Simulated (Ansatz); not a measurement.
Species, as SMILES: [GeH3] (GeH3), doublet.
Atoms: Ge1, H2, H3, H4. Bonds: Ge1-H2, Ge1-H3, Ge1-H4.

Basis-set convergence of the optimised Ge1-H2 bond length at B3LYP with Ansatz (a quantum-chemistry and plane-wave program). Cartesian d functions, on some or all atoms, in 3-21G, 6-31G, 6-31G*; all else is spherical. The program fits the integrals of some runs and decomposes those of others, by size. Open shells are unrestricted. No added dispersion term, no relativity. Reference: the value in def2-QZVPPD, 1.5393 Å, itself unsure by roughly 0.0003 Å (its mean distance from pcseg-3, def2-QZVPP, cc-pVQZ). Deviations are taken from unrounded values.

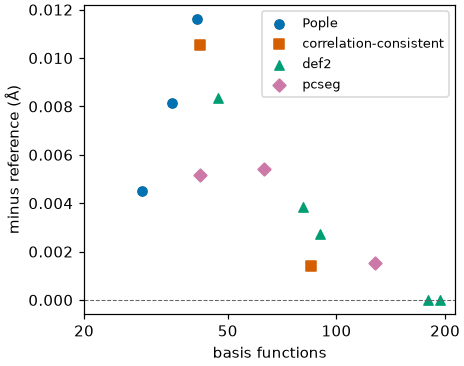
Figure. Deviation from the reference against the number of basis functions, by family of sets.

```tsv
basis	functions	optimised Ge1-H2 bond length (Å)	minus reference (Å)
3-21G	29	1.5438	0.0045
6-31G	35	1.5474	0.0082
6-31G*	41	1.5509	0.0116
cc-pVDZ	42	1.5498	0.0106
pcseg-1	42	1.5444	0.0051
def2-SVP	47	1.5476	0.0084
aug-pcseg-1	63	1.5447	0.0054
def2-TZVPD	81	1.5431	0.0039
cc-pVTZ	85	1.5407	0.0014
def2-TZVPP	90	1.5420	0.0027
aug-pcseg-2	128	1.5408	0.0015
def2-QZVPP	179	1.5393	0.0000
def2-QZVPPD	194	1.5393	0.0000
```
